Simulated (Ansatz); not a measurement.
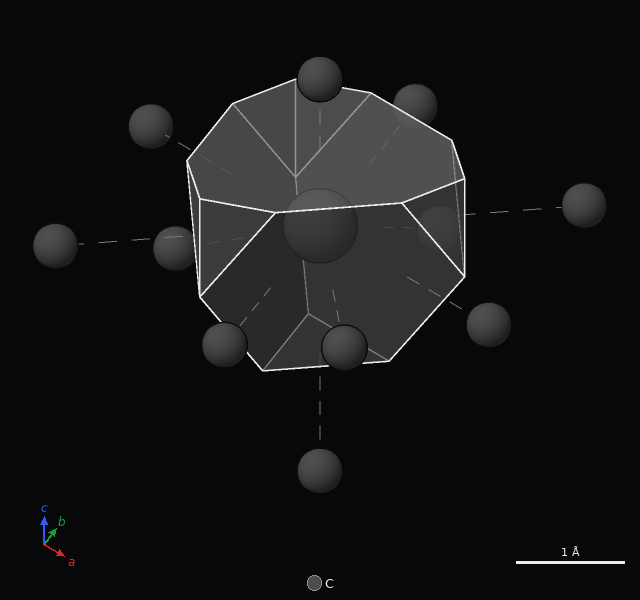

Voronoi cell (the region closer to this atom than to any other), computed from the atomic positions without radii. Central atom: C (4f) in C; faces take the colour of the neighbour behind them. Origin: coordinates from a relaxation with DFT, LDA (PW92), plane waves (420 eV) with PAW, scalar-relativistic in Ansatz 0.2.0.

C, space group P6_3/mmc (No. 194), a = 2.483 Å, b = 2.483 Å, c = 4.136 Å, α = 90.00°, β = 90.00°, γ = 120.00°

```csv
site,Wyckoff,x,y,z
C,4f,0.3333,0.6667,0.0628
```

What is the volume of this Voronoi cell?

Answer. 5.5 Å³, equal to the mean volume per atom.

How many faces does the cell have, and of which kinds?

Answer. 11 faces, index ⟨7,0,0,3,0,0,1⟩.
